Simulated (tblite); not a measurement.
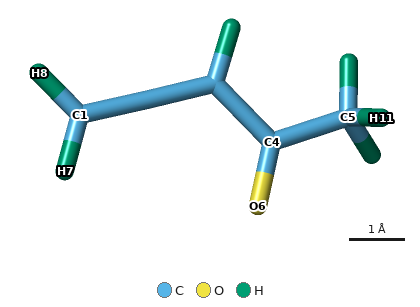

Figure 1. The starting structure (stick view, seen at a tilt; atoms are numbered from 1 in the order of the input).

## Geometry relaxation of C5H6O

C5H6O, SMILES C=C=CC(C)=O, computed with GFN2-xTB geometry optimisation, gas phase (tblite 0.8.0).

Input:
```
{"job": {"xc": "GFN2-xTB", "basis": "xTB", "kind": "relax"}, "charge": 0, "multiplicity": 1}
C      2.757800     0.465000     0.269100
C      1.509700     0.110500     0.433700
C      0.284700    -0.254200     0.610500
C     -0.780800     0.142600    -0.373600
C     -2.181800    -0.337000    -0.066800
O     -0.537700     0.823400    -1.354900
H      3.026300     1.074700    -0.591500
H      3.527300     0.181400     0.976700
H     -0.010400    -0.841100     1.469000
H     -2.635200    -0.712900    -0.992600
H     -2.771400     0.498300     0.312800
H     -2.187500    -1.151400     0.658500
```

The first line tells a small driver script what to run in tblite; the rest is the geometry in Å.

Run on 1 CPU thread, shared host.

Launched with:
```bash
OMP_NUM_THREADS=1 python <driver script> task.json out
```

What the program printed:
```
step      E/eV     max force
  0    -481.04799    2.994
  1    -481.07505    4.119
  2    -481.15001    0.854
  3    -481.16565    0.454
  4    -481.17813    0.341
  5    -481.19947    0.516
  6    -481.21813    0.720
  7    -481.24952    2.119
  8    -481.33907    1.285
  9    -481.47655    1.179
 10    -481.80777    1.360
 11    -481.91122    1.460
 12    -482.05856    1.141
 13    -482.27025    1.366
 14    -482.39350    1.270
 15    -482.48871    1.228
 16    -482.57872    0.828
 17    -482.63822    0.538
 18    -482.67763    0.556
 19    -482.70052    0.432
 20    -482.72854    0.462
 21    -482.75023    0.420
 22    -482.76724    0.339
 23    -482.78427    0.349
 24    -482.80016    0.462
 25    -482.81152    0.318
 26    -482.81947    0.273
 27    -482.82587    0.208
 28    -482.83036    0.155
 29    -482.83351    0.211
 30    -482.83533    0.171
 31    -482.83709    0.138
 32    -482.83878    0.145
 33    -482.84011    0.100
 34    -482.84109    0.115
 35    -482.84190    0.091
 36    -482.84247    0.062
 37    -482.84280    0.047
 38    -482.84298    0.034
 39    -482.84298    0.034
 40    -482.84305    0.037
 41    -482.84327    0.034
 42    -482.84335    0.037
 43    -482.84351    0.048
 44    -482.84363    0.083
 45    -482.84381    0.066
 46    -482.84423    0.060
 47    -482.84445    0.068
 48    -482.84485    0.064
 49    -482.84520    0.064
 50    -482.84559    0.059
 51    -482.84598    0.064
 52    -482.84646    0.085
 53    -482.84700    0.077
 54    -482.84747    0.047
 55    -482.84783    0.047
 56    -482.84822    0.063
 57    -482.84875    0.084
 58    -482.84934    0.072
 59    -482.84989    0.078
 60    -482.85042    0.068
 61    -482.85106    0.064
 62    -482.85180    0.075
 63    -482.85239    0.079
 64    -482.85238    0.103
 65    -482.85281    0.048
 66    -482.85291    0.033
 67    -482.85306    0.024
 68    -482.85313    0.025
 69    -482.85321    0.021
 70    -482.85326    0.020
 71    -482.85330    0.020
 72    -482.85334    0.016
 73    -482.85337    0.020
 74    -482.85342    0.021
 75    -482.85347    0.023
 76    -482.85354    0.023
 77    -482.85361    0.018
 78    -482.85366    0.021
 79    -482.85371    0.021
 80    -482.85376    0.019
 81    -482.85382    0.021
 82    -482.85387    0.017
 83    -482.85390    0.010
 84    -482.85391    0.009
 85    -482.85392    0.008
 86    -482.85393    0.009
 87    -482.85394    0.008
 88    -482.85395    0.007
 89    -482.85395    0.006
 90    -482.85396    0.007
 91    -482.85396    0.007
 92    -482.85397    0.005
 93    -482.85397    0.003
```

Trajectory as extended XYZ (Å, eV, eV/Å), 12 frames, from step=0 to step=93:
```
12
Properties=species:S:1:pos:R:3:forces:R:3 step=0 energy=-481.04799
C     2.7578    0.4650    0.2691   -0.5950   0.0250  -0.1890
C     1.5097    0.1105    0.4337    2.6930   0.4010   0.2680
C     0.2847   -0.2542    0.6105   -2.8950  -0.1590  -0.7460
C    -0.7808    0.1426   -0.3736    1.0580  -0.1800   0.4600
C    -2.1818   -0.3370   -0.0668    0.1060  -0.4560   0.1130
O    -0.5377    0.8234   -1.3549   -0.2250  -0.1440   0.1670
H     3.0263    1.0747   -0.5915    0.0160  -0.1620   0.4270
H     3.5273    0.1814    0.9767   -0.1860   0.0670  -0.3650
H    -0.0104   -0.8411    1.4690   -0.1140   0.2480  -0.2520
H    -2.6352   -0.7129   -0.9926    0.1040   0.2820   0.1840
H    -2.7714    0.4983    0.3128    0.0390  -0.0790  -0.0870
H    -2.1875   -1.1514    0.6585   -0.0030   0.1570   0.0210
12
Properties=species:S:1:pos:R:3:forces:R:3 step=8 energy=-481.33907
C     2.7291    0.4583    0.2816    0.3870  -0.1210   0.1240
C     1.5387    0.0467    0.5566   -0.2900   0.3430  -0.7800
C     0.2510   -0.2545    0.5380    0.4150  -0.1930   0.1200
C    -0.7553    0.0705   -0.4306    0.3690   0.6680  -1.0250
C    -2.1303   -0.3844   -0.0325   -0.3010   0.1600  -0.2550
O    -0.5897    0.8300   -1.3904   -0.0460  -0.9480   0.8660
H     3.0163    1.1547   -0.4792   -0.4250   0.8950   0.2930
H     3.5722    0.1222    0.8368    0.5090  -0.8520  -0.1250
H    -0.1430   -0.6902    1.4197   -0.4330   0.3020   0.9310
H    -2.5941   -0.6525   -0.9692   -0.3250  -0.5660  -0.1720
H    -2.7156    0.4657    0.2968    0.0230   0.2720   0.3200
H    -2.1781   -1.1670    0.7236    0.1160   0.0390  -0.2960
12
Properties=species:S:1:pos:R:3:forces:R:3 step=16 energy=-482.57872
C     2.7461    0.4215    0.3070    0.0820   0.2020  -0.0730
C     1.5362    0.0188    0.4754    0.0380   0.3000  -0.1830
C     0.2565   -0.1648    0.5757   -0.5280  -0.0580   0.5330
C    -0.7444   -0.0200   -0.4809    0.3220   0.5370  -0.5420
C    -2.1361   -0.4206   -0.0911    0.0940  -0.0920   0.1620
O    -0.4865    0.5998   -1.4887   -0.1990  -0.2950  -0.4230
H     2.8776    1.4855    0.1273    0.2550  -0.2460   0.2310
H     3.5990   -0.2237    0.3348    0.2000  -0.0340  -0.1830
H    -0.2166   -0.2084    1.5378    0.0880  -0.2080   0.5410
H    -2.7132   -0.7599   -0.9353   -0.1200   0.0820  -0.3260
H    -2.5968    0.4671    0.3320   -0.2060   0.0630   0.0040
H    -2.1207   -1.1960    0.6571   -0.0260  -0.2500   0.2590
12
Properties=species:S:1:pos:R:3:forces:R:3 step=25 energy=-482.81152
C     2.7458    0.4354    0.3036   -0.0340   0.1250   0.0040
C     1.4988    0.1569    0.4814   -0.0230   0.0320  -0.0760
C     0.2115   -0.0134    0.6386    0.0970  -0.2080   0.0510
C    -0.7589    0.0032   -0.4751    0.1240   0.2730  -0.1050
C    -2.1523   -0.4213   -0.0892    0.1080   0.0380  -0.0160
O    -0.4890    0.3739   -1.5949    0.0980  -0.0860   0.0200
H     3.0460    1.4694    0.3553    0.1160   0.0810   0.0170
H     3.5382   -0.2674    0.1044   -0.2050  -0.0960   0.0040
H    -0.1813   -0.2336    1.6229   -0.0210   0.0320  -0.0120
H    -2.6848   -0.7177   -0.9890   -0.0790  -0.0840   0.0960
H    -2.6642    0.4334    0.3495   -0.0170   0.0040   0.0400
H    -2.1086   -1.2195    0.6435   -0.1640  -0.1120  -0.0230
12
Properties=species:S:1:pos:R:3:forces:R:3 step=33 energy=-482.84011
C     2.7399    0.4748    0.3044    0.0170   0.0220  -0.0010
C     1.4882    0.2267    0.4876   -0.0010  -0.0070   0.0090
C     0.2139   -0.0206    0.6423    0.0400   0.0280   0.0320
C    -0.7468   -0.0002   -0.4771    0.0020   0.0700  -0.0230
C    -2.1480   -0.4146   -0.0880   -0.0120  -0.0350  -0.0330
O    -0.4528    0.3269   -1.6041   -0.0400  -0.0460   0.0490
H     3.1324    1.4756    0.3854   -0.0130   0.0120  -0.0160
H     3.4553   -0.2955    0.0656   -0.0470  -0.0210   0.0130
H    -0.1813   -0.2528    1.6210    0.0050  -0.0260   0.0200
H    -2.6908   -0.7129   -0.9786   -0.0740  -0.0010  -0.0670
H    -2.6726    0.4249    0.3671    0.0890   0.0410  -0.0040
H    -2.1361   -1.2331    0.6256    0.0340  -0.0370   0.0210
12
Properties=species:S:1:pos:R:3:forces:R:3 step=42 energy=-482.84335
C     2.7360    0.4829    0.3050    0.0120   0.0040  -0.0050
C     1.4839    0.2416    0.4932   -0.0060  -0.0060   0.0130
C     0.2120   -0.0160    0.6480    0.0100  -0.0040  -0.0040
C    -0.7447   -0.0042   -0.4773   -0.0230   0.0150  -0.0060
C    -2.1469   -0.4193   -0.0922   -0.0070  -0.0060  -0.0050
O    -0.4497    0.3190   -1.6043    0.0090  -0.0230   0.0190
H     3.1421    1.4785    0.3795   -0.0140   0.0010  -0.0080
H     3.4342   -0.3030    0.0659   -0.0060   0.0030   0.0030
H    -0.1779   -0.2632    1.6258   -0.0140   0.0070  -0.0060
H    -2.7031   -0.7060   -0.9812    0.0010   0.0200  -0.0020
H    -2.6498    0.4305    0.3697    0.0330  -0.0130   0.0110
H    -2.1348   -1.2413    0.6191    0.0060   0.0010  -0.0090
12
Properties=species:S:1:pos:R:3:forces:R:3 step=50 energy=-482.84559
C     2.7277    0.4833    0.3016    0.0080   0.0060   0.0040
C     1.4803    0.2335    0.5082   -0.0260   0.0090  -0.0010
C     0.2063   -0.0142    0.6556    0.0070  -0.0260  -0.0150
C    -0.7356   -0.0169   -0.4818   -0.0240   0.0260  -0.0060
C    -2.1396   -0.4180   -0.0941    0.0020   0.0090   0.0050
O    -0.4327    0.2882   -1.6113    0.0300  -0.0250   0.0080
H     3.1163    1.4870    0.3586    0.0210  -0.0110  -0.0100
H     3.4320   -0.2990    0.0698    0.0040   0.0180   0.0110
H    -0.2066   -0.2476    1.6269    0.0340   0.0110   0.0180
H    -2.7119   -0.6616   -0.9863   -0.0120   0.0190   0.0550
H    -2.6081    0.4265    0.4120   -0.0190  -0.0270  -0.0200
H    -2.1269   -1.2619    0.5921   -0.0240  -0.0090  -0.0500
12
Properties=species:S:1:pos:R:3:forces:R:3 step=59 energy=-482.84989
C     2.7213    0.4927    0.3009    0.0020   0.0040  -0.0150
C     1.4770    0.2367    0.5173   -0.0190   0.0110  -0.0040
C     0.2038   -0.0140    0.6660   -0.0120  -0.0010   0.0000
C    -0.7262   -0.0403   -0.4815   -0.0170  -0.0090  -0.0230
C    -2.1427   -0.4071   -0.0984    0.0260  -0.0170  -0.0010
O    -0.3919    0.2111   -1.6151   -0.0460  -0.0130  -0.0270
H     3.0990    1.5016    0.3189    0.0250  -0.0010   0.0120
H     3.4329   -0.2887    0.0918    0.0150   0.0030   0.0090
H    -0.2119   -0.2183    1.6416   -0.0030  -0.0010   0.0330
H    -2.7497   -0.5715   -0.9861    0.0510   0.0570   0.0130
H    -2.5725    0.4070    0.4861    0.0100  -0.0640  -0.0140
H    -2.1379   -1.3098    0.5095   -0.0320   0.0290   0.0180
12
Properties=species:S:1:pos:R:3:forces:R:3 step=67 energy=-482.85306
C     2.7173    0.5047    0.2982    0.0110   0.0050   0.0030
C     1.4742    0.2477    0.5202    0.0020   0.0010  -0.0070
C     0.2024   -0.0083    0.6717   -0.0010  -0.0110  -0.0060
C    -0.7204   -0.0696   -0.4804   -0.0040  -0.0040  -0.0090
C    -2.1434   -0.4023   -0.0985   -0.0030  -0.0020   0.0030
O    -0.3779    0.1271   -1.6225   -0.0050   0.0000  -0.0090
H     3.0926    1.5143    0.2879    0.0150   0.0140   0.0130
H     3.4351   -0.2784    0.1189    0.0100  -0.0080  -0.0030
H    -0.2130   -0.1895    1.6527   -0.0180   0.0090   0.0010
H    -2.7607   -0.4658   -0.9909    0.0010   0.0000   0.0140
H    -2.5358    0.3707    0.5601    0.0040  -0.0070   0.0010
H    -2.1693   -1.3512    0.4338   -0.0110   0.0020  -0.0010
12
Properties=species:S:1:pos:R:3:forces:R:3 step=76 energy=-482.85354
C     2.7215    0.5078    0.3025   -0.0040  -0.0010  -0.0020
C     1.4766    0.2508    0.5164   -0.0120   0.0010  -0.0050
C     0.2043   -0.0063    0.6655   -0.0140  -0.0020  -0.0130
C    -0.7209   -0.0760   -0.4848   -0.0160  -0.0080  -0.0140
C    -2.1446   -0.4027   -0.0970   -0.0100  -0.0020   0.0080
O    -0.3821    0.1099   -1.6298    0.0060   0.0000  -0.0040
H     3.0990    1.5170    0.2954    0.0020   0.0040   0.0060
H     3.4394   -0.2758    0.1240    0.0060  -0.0040   0.0080
H    -0.2169   -0.1798    1.6457    0.0110  -0.0010   0.0040
H    -2.7708   -0.4505   -0.9843    0.0160   0.0090   0.0070
H    -2.5256    0.3638    0.5754   -0.0020   0.0020   0.0030
H    -2.1789   -1.3588    0.4221    0.0170   0.0030   0.0030
12
Properties=species:S:1:pos:R:3:forces:R:3 step=84 energy=-482.85391
C     2.7239    0.5088    0.3078    0.0010   0.0010   0.0010
C     1.4758    0.2533    0.5045    0.0030  -0.0010   0.0080
C     0.2036   -0.0039    0.6531    0.0010  -0.0010  -0.0030
C    -0.7256   -0.0783   -0.4930    0.0000  -0.0020  -0.0030
C    -2.1464   -0.4018   -0.0939    0.0000   0.0000   0.0010
O    -0.3909    0.0981   -1.6407   -0.0020   0.0020  -0.0030
H     3.1036    1.5173    0.3116   -0.0010   0.0020  -0.0060
H     3.4427   -0.2752    0.1347    0.0000  -0.0010   0.0060
H    -0.2126   -0.1760    1.6360    0.0010  -0.0040  -0.0040
H    -2.7794   -0.4447   -0.9761    0.0000   0.0010   0.0030
H    -2.5195    0.3621    0.5859   -0.0030  -0.0020   0.0000
H    -2.1740   -1.3604    0.4210   -0.0010   0.0030   0.0010
12
Properties=species:S:1:pos:R:3:forces:R:3 step=93 energy=-482.85397
C     2.7246    0.5096    0.3095   -0.0020   0.0000  -0.0020
C     1.4763    0.2535    0.5041    0.0020  -0.0020   0.0000
C     0.2042   -0.0053    0.6504    0.0000   0.0000   0.0000
C    -0.7260   -0.0794   -0.4951    0.0010  -0.0020   0.0010
C    -2.1465   -0.4010   -0.0932    0.0010   0.0000  -0.0010
O    -0.3928    0.0964   -1.6432   -0.0010   0.0020  -0.0020
H     3.1033    1.5186    0.3087   -0.0010  -0.0010   0.0010
H     3.4446   -0.2747    0.1416   -0.0010   0.0010   0.0020
H    -0.2131   -0.1777    1.6328    0.0030   0.0010   0.0010
H    -2.7820   -0.4413   -0.9736   -0.0010   0.0000  -0.0010
H    -2.5176    0.3613    0.5894    0.0010   0.0010   0.0000
H    -2.1737   -1.3607    0.4197   -0.0030  -0.0010   0.0010
```

Key numbers:

| quantity | value |
| --- | --- |
| outcome | converged |
| total energy | −482.8540 eV |
| peak memory | 0.18 GiB |
